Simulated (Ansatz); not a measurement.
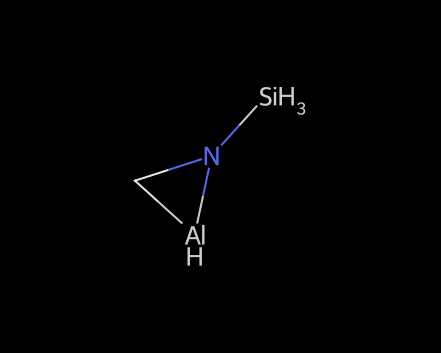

The picture comes from a calculation with Ansatz.

2D structure.

> Give its SMILES.

[SiH3][N]1[CH2][AlH]1

> Give the formula, hydrogens included.

CH6AlNSi.
